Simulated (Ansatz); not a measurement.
ClH$_{3}$OSi···SiH$_{4}$

```xyz
11

Si   -0.1649    0.3088   -0.0049
Cl   -0.7464    0.7251    1.9861
H     1.3261    0.3886   -0.0783
H    -0.7923    1.3468   -0.8842
O    -0.7587   -1.1835   -0.4724
H    -1.1276   -1.7595    0.2228
Si    1.5350   -2.4177    1.2039
H     0.5485   -3.5331    0.9797
H     2.1522   -2.0155   -0.1027
H     2.6173   -2.9247    2.1186
H     0.8651   -1.2808    1.8654
```

Not at a stationary point (largest force 0.8 eV/Å).

Theory: RKS PBE-D4/def2-SVP in Ansatz 0.2.0.

What can the converged electron density and electron localisation function tell about the bonding?

Si–H (1.48 Å): the density is about 0.78 e/Å³ at the midpoint; the ELF climbs to about 1 towards the hydrogen, as it does in any bond to H.

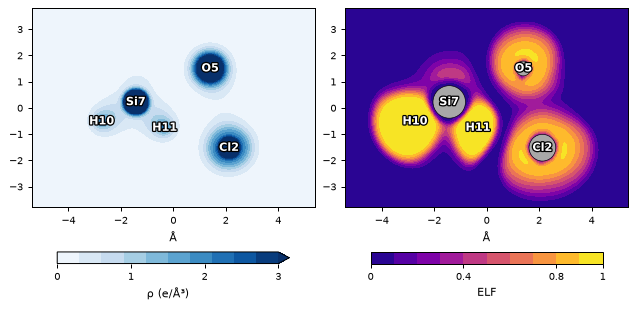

Computed electron density and electron localisation function on the plane of atoms H10, Si7 and H11, in this order. Grey discs cover the atomic cores in the ELF map. 
